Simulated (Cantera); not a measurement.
Charge: 1 mol HMDSO, 2.2 mol O3, held at 1000 Pa.

These are equilibrium values from Cantera (NASA tables, ideal gas, pure condensed phases), not measurements of a reactor. Candidate condensed phases: C, C6H6, C7H8, C8H18, H2O, Si, SiC, SiO2; 123 gas species. The feed counts by its element totals alone. Equilibrium is a limit: real reactors are often held back by kinetics, nucleation or transport.

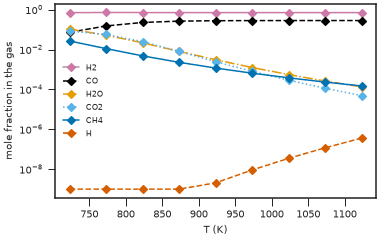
Figure. Equilibrium gas composition (values under 1e-9 drawn at 1e-9)

From 723 K to 823 K the condensed part is C(graphite) + SiO2(α-quartz). From 873 K to 1123 K the condensed part is C(graphite) + SiO2(β-quartz).
